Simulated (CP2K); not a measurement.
# Si2N2H6O2 (SMILES O[SiH]1N[SiH](O)N1) at AM1

Aim: the energy difference between two shapes of Si2N2H6O2 at AM1, from 2 runs. 

Program for the calculation: CP2K 2026.2.

4 further runs of the same task are left out: 1 that didn't finish, 3 set aside as unsound or not needed.

## Step 1: The structure to begin with

Si2N2H6O2 has 12 atoms, charge 0, and is taken as a singlet. As SMILES, `O[SiH]1N[SiH](O)N1`. Geometry: a rough force-field guess. This is one conformer, not always the lowest.

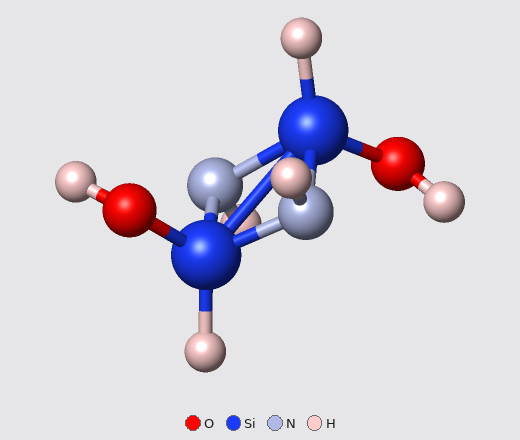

Viewed from a chosen angle; oxygen red, silicon blue, nitrogen light blue, hydrogen pink.

## Step 2: A single-point energy at AM1

molecule.xyz

```xyz
12

O     -0.686600     2.120700     0.553900
Si    -0.873300     0.541300     0.657800
N      0.641600    -0.066000     0.913200
Si     0.910600    -0.510200    -0.686200
O      0.875900    -2.158500    -0.700800
N     -0.768500    -0.048900    -0.903500
H     -1.118200     2.542200    -0.249100
H     -1.910000    -0.010700     1.464400
H      1.256400     0.768200     1.113900
H      1.850500     0.234000    -1.408700
H      1.155900    -2.535300     0.178800
H     -1.257400    -0.932100    -0.899800
```

run.inp

```
&GLOBAL
  PROJECT run
  RUN_TYPE ENERGY
  PRINT_LEVEL MEDIUM
&END

&FORCE_EVAL
  METHOD QUICKSTEP
  &DFT
    &QS
      METHOD AM1
      EPS_DEFAULT 1.0E-10
      &SE
        &COULOMB
          CUTOFF [angstrom] 50
          RC_RANGE [angstrom] 0
        &END
        &EXCHANGE
          CUTOFF [angstrom] 50
          RC_RANGE [angstrom] 0
        &END
      &END
    &END
    ! no periodic images
    &POISSON
      PERIODIC NONE
      POISSON_SOLVER ANALYTIC
    &END
    &SCF
      SCF_GUESS ATOMIC
      EPS_SCF 1.0E-07
      MAX_SCF 80
      ADDED_MOS 8
      &DIAGONALIZATION
        ALGORITHM STANDARD
      &END
      &MIXING
        METHOD DIRECT_P_MIXING
        ALPHA 0.4
      &END
    &END
    &PRINT
      &MOMENTS
        PERIODIC F
        REFERENCE COM
        MAX_MOMENT 1
      &END
      &MO ON
        ENERGIES T
        OCCUPATION_NUMBERS T
        NDIGITS 6
        &EACH
          QS_SCF 0
        &END
        ADD_LAST NUMERIC
      &END
      &HIRSHFELD OFF
      &END
    &END
  &END
  ! atoms, cell and kinds
  &SUBSYS
    ! vacuum box
    &CELL
      ABC 13.8 15.1 12.9
      PERIODIC NONE
    &END
    &TOPOLOGY
      COORD_FILE_NAME molecule.xyz
      COORD_FILE_FORMAT XYZ
      &CENTER_COORDINATES
      &END
    &END
  &END
&END
```

Run with:

```console
OMP_NUM_THREADS=1 cp2k.psmp -i run.inp -o run.out
```

What it wrote:

```text
CP2K| version string:                                       CP2K version 2026.2
[...]
 GLOBAL| Method name                                                        CP2K
[...]
 GLOBAL| Run type                                                         ENERGY
[...]
                             - Atoms:                                         12
[...]
                             - Spherical basis functions:                     30
[...]
 Number of electrons:                                                         36
[...]
     1 P_Mix/Diag. 0.40E+00    0.0     0.72262693       -39.7651644427 -3.98E+01
[...]
    22 DIIS/Diag.  0.36E-07    0.0     0.00000008       -48.0010964076 -4.26E-14
  *** SCF run converged in    22 steps ***
  Core-core repulsion energy [eV]:                           3106.92879593720681
  Core Hamiltonian energy [eV]:                             -2190.79352014932056
  Two-electron integral energy [eV]:                        -4444.62307133923423
  Electronic energy [eV]:                                   -4413.10505581893813
  Total energy [eV]:                                        -1306.17625988173086
  Atomic reference energy [eV]:                              1301.31891179381250
  Heat of formation [kcal/mol]:                              -112.01311679240042
[...]
 SE_DIPOLE| Moment [Debye]         -0.40985522      -0.43793331      -0.33508693
 SE_DIPOLE| Derivative [a.u.]       0.00000000       0.00000000       0.00000000
 ENERGY| Total FORCE_EVAL ( QS ) energy [hartree]            -48.001096407561846
[...]
```

Wall time 0.45 s (1 thread of Arm Neoverse N1, shared host); peak memory 0.14 GiB.

## Step 3: The distorted shape

molecule.xyz

```xyz
12

O     -0.696023     2.192306     0.620918
Si    -0.920479     0.486824     0.555693
N      0.527309    -0.087392     0.946056
Si     0.943500    -0.430732    -0.640855
O      0.805011    -2.124469    -0.715541
N     -0.636259    -0.002643    -0.948728
H     -1.095278     2.475150    -0.196209
H     -1.900655    -0.086122     1.572929
H      1.304717     0.868368     1.189924
H      1.852322     0.283166    -1.442287
H      1.139265    -2.384567     0.268368
H     -1.178940    -0.826393    -0.971033
```

job.inp

```
&GLOBAL
 PROJECT_NAME job
 RUN_TYPE ENERGY
 PRINT_LEVEL MEDIUM
&END
&FORCE_EVAL
 METHOD QS
 &DFT
  &QS
   METHOD AM1
   EPS_DEFAULT 1.0E-10
   &SE
    &COULOMB
     CUTOFF [angstrom] 50
     RC_RANGE [angstrom] 0
    &END
    &EXCHANGE
     CUTOFF [angstrom] 50
     RC_RANGE [angstrom] 0
    &END
   &END
  &END
  &POISSON
   PERIODIC NONE
   POISSON_SOLVER ANALYTIC
  &END
  &SCF
   SCF_GUESS ATOMIC
   EPS_SCF 1.0E-07
   MAX_SCF 80
   ADDED_MOS 8
   &DIAGONALIZATION
    ALGORITHM STANDARD
   &END
   &MIXING
    METHOD DIRECT_P_MIXING
    ALPHA 0.4
   &END
  &END
  &PRINT
   &MOMENTS
    PERIODIC F
    REFERENCE COM
    MAX_MOMENT 1
   &END
   &MO ON
    ENERGIES T
    OCCUPATION_NUMBERS T
    NDIGITS 6
    &EACH
     QS_SCF 0
    &END
    ADD_LAST NUMERIC
   &END
   &HIRSHFELD OFF
   &END
  &END
 &END
 &SUBSYS
  &CELL
   ABC 13.8 14.9 13
   PERIODIC NONE
  &END
  &TOPOLOGY
   COORD_FILE_NAME molecule.xyz
   COORD_FILE_FORMAT XYZ
   &CENTER_COORDINATES
   &END
  &END
 &END
&END
```

Run with:

```console
OMP_NUM_THREADS=1 cp2k.psmp -i job.inp > job.out 2>&1
```

What it wrote:

```text
CP2K| version string:                                       CP2K version 2026.2
[...]
 GLOBAL| Method name                                                        CP2K
[...]
 GLOBAL| Run type                                                         ENERGY
[...]
                             - Atoms:                                         12
[...]
                             - Spherical basis functions:                     30
[...]
 Number of electrons:                                                         36
[...]
     1 P_Mix/Diag. 0.40E+00    0.0     0.73405119       -39.8432219752 -3.98E+01
[...]
    19 DIIS/Diag.  0.52E-07    0.0     0.00000007       -47.9352373454 -1.14E-13
  *** SCF run converged in    19 steps ***
  Core-core repulsion energy [eV]:                           3109.37697284912610
  Core Hamiltonian energy [eV]:                             -2185.37148979798985
  Two-electron integral energy [eV]:                        -4456.77925342458639
  Electronic energy [eV]:                                   -4413.76111651028259
  Total energy [eV]:                                        -1304.38414366115694
  Atomic reference energy [eV]:                              1301.31891179381250
  Heat of formation [kcal/mol]:                               -70.68593169318802
[...]
 SE_DIPOLE| Moment [Debye]         -0.59382147      -0.17373317       0.03371883
 SE_DIPOLE| Derivative [a.u.]       0.00000000       0.00000000       0.00000000
 ENERGY| Total FORCE_EVAL ( QS ) energy [hartree]            -47.935237345412673
[...]
```

It took 0.44 s on 1 thread of Arm Neoverse N1, shared host; peak memory 0.14 GiB.

## Step 4: Summary of results

At AM1:

```
                              quantity            value
             first shape: total energy     -48.00110 Eh
            first shape: dipole moment           0.69 D
              first shape: HOMO energy         -9.90 eV
              first shape: LUMO energy          0.75 eV
            first shape: HOMO–LUMO gap         10.65 eV
        first shape: heat of formation  -112.0 kcal/mol
         distorted shape: total energy     -47.93524 Eh
        distorted shape: dipole moment           0.62 D
          distorted shape: HOMO energy        -10.08 eV
          distorted shape: LUMO energy          0.48 eV
        distorted shape: HOMO–LUMO gap         10.56 eV
    distorted shape: heat of formation   -70.7 kcal/mol
energy change with the atoms displaced         1.792 eV
```

In words: With the atoms displaced the energy rises by 1.79 eV (173 kJ/mol). The first shape isn't relaxed at this level, so the change isn't measured from a minimum.
